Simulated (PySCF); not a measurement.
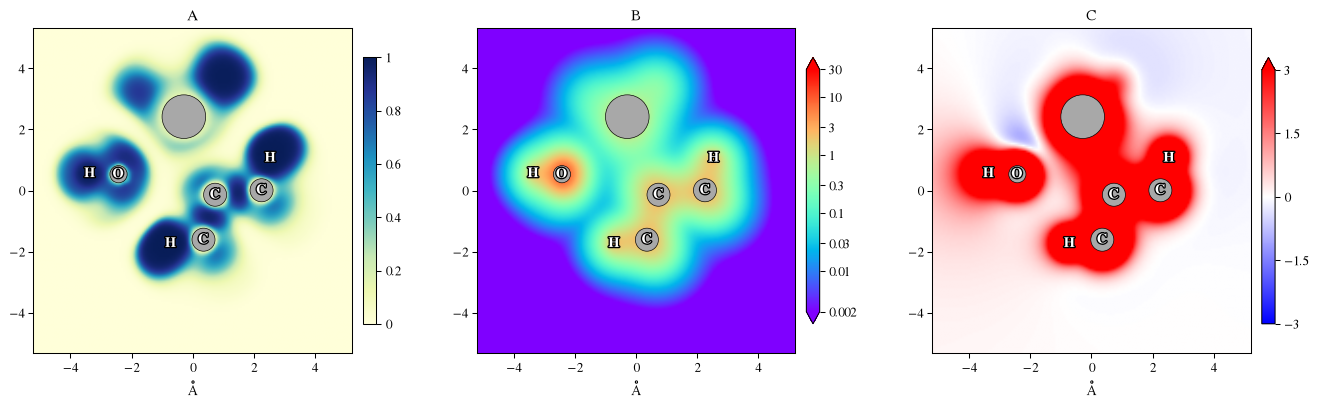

C5H12Ge2···H2O: 3 fields on the plane of atoms C6, C5 and C7, with unlabelled colour scales. Grey discs cover the atomic cores.

Geometry: GFN2-xTB.

Theory: PySCF, PBE0-D3(BJ)/def2-SVPD, SCF density, gas phase.

```xyz
22

C     1.4684    1.4292   -1.0383
C     0.3812    0.9274   -0.4784
Ge   -1.3617    1.7950   -0.0955
Ge   -1.3338   -0.1033    1.3694
C     0.2646   -0.4463    0.1531
C     1.5354   -0.9559    0.8134
C    -0.1818   -1.4185   -0.9377
H     2.4007    0.8862   -1.1179
H     1.4658    2.4173   -1.4739
H    -2.2976    1.7561   -1.3056
H    -1.2944    3.2793    0.2228
H    -1.0999   -0.0530    2.8678
H    -2.3844   -1.2123    1.2218
H     1.3544   -1.9390    1.2465
H     1.8513   -0.2865    1.6120
H     2.3497   -1.0493    0.0941
H    -1.0846   -1.0486   -1.4273
H     0.5944   -1.5300   -1.6960
H    -0.3980   -2.3987   -0.5123
O     0.4134    2.0927    2.1464
H     1.2295    2.0865    1.6400
H     0.5219    2.6882    2.8895
```

Q: The panels show electron density, electron localisation function and electrostatic potential in some order. Assign them.

A: Panel A: electron localisation function. Panel B: electron density. Panel C: electrostatic potential (strongly positive close to the atoms, with negative regions outside electron-rich atoms).
